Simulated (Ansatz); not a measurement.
The calculation's input:

```
crystal:
  periodic: [false, false, false]
  atoms:
    - {symbol: O, position_ang: [0.450753, -1.591326, 1.275354]}
    - {symbol: C, position_ang: [-0.001665, -0.507060, 1.021760]}
    - {symbol: C, position_ang: [0.025085, 0.092351, -0.290069]}
    - {symbol: C, position_ang: [0.021006, 0.635091, -1.358098]}
    - {symbol: F, position_ang: [0.027537, 1.188941, -2.493224]}
    - {symbol: H, position_ang: [-0.480515, 0.118102, 1.798076]}
basis:
  gaussian: {orbitals: def2-TZVPP}
hamiltonian: {xc: pbe0, dispersion: d4}
output: {orbitals: {seedname: orbitals}}
```

Command:

```sh
ansatz run in.yaml --threads 2 --pin off --events-out ev --progress --plain --max-ram 4352MiB
```

Geometry: PBE0-D4/def2-TZVP.

The calculation used RKS PBE0-D4/def2-TZVPP (Ansatz 0.2.0).

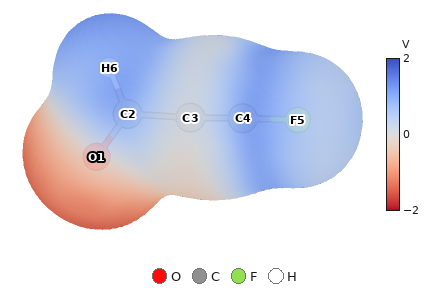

C₃HFO. The molecular electrostatic potential painted on the density surface at 0.002 e/bohr³, seen at a tilt; red is negative and blue positive.

Question: Describe the electrostatic potential map.

Answer: The most negative region (about −1.5 V) lies over O1, the most positive (about +1.2 V) over H6. O1 is the likeliest acceptor of a hydrogen bond.
